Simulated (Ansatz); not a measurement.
Input

```
crystal:
  periodic: [false, false, false]
  atoms:
    - {symbol: N, position_ang: [-0.645027, 1.208839, -1.286896]}
    - {symbol: B, position_ang: [0.333518, 0.517533, -0.632770]}
    - {symbol: B, position_ang: [1.332134, -0.357591, 0.159262]}
    - {symbol: Si, position_ang: [-0.007388, -1.148977, 1.182054]}
    - {symbol: H, position_ang: [-0.866251, 1.049631, -2.256855]}
    - {symbol: H, position_ang: [-1.201626, 1.926193, -0.852083]}
    - {symbol: H, position_ang: [2.497655, -0.309521, 0.383694]}
    - {symbol: H, position_ang: [-1.443406, -1.063625, 0.800528]}
    - {symbol: H, position_ang: [0.088991, -1.868682, 2.486068]}
basis:
  gaussian: {orbitals: def2-TZVPP}
hamiltonian: {xc: pbe0, dispersion: d4}
output: {orbitals: {seedname: orbitals}}
```

Command:

```sh
ansatz run in.yaml --threads 2 --pin off --events-out ev --progress --plain --max-ram 4352MiB
```

Geometry: PBE0-D4/def2-TZVP.

These are results of Ansatz 0.2.0, RKS PBE0-D4/def2-TZVPP, not measurements.

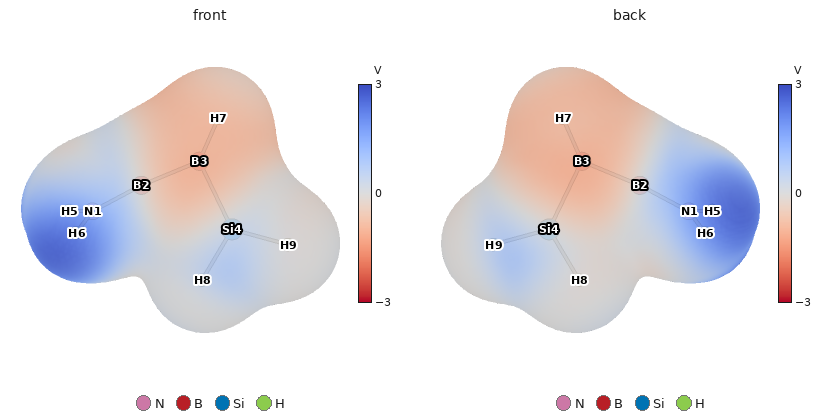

B$_{2}$H$_{5}$NSi. The molecular electrostatic potential painted on the density surface at 0.002 e/bohr³, seen from the front and from behind; the colour scale runs from red (negative) to blue (positive).

Question: Which sites attract a positive test charge, and which a negative one?

Answer: A positive charge is drawn to the negative regions and a negative charge to the positive ones. The most negative region (about −1.0 V, or −23 kcal/mol for a unit charge) lies over H7, the most positive (about +2.6 V, or +60 kcal/mol for a unit charge) over H5 and H6.
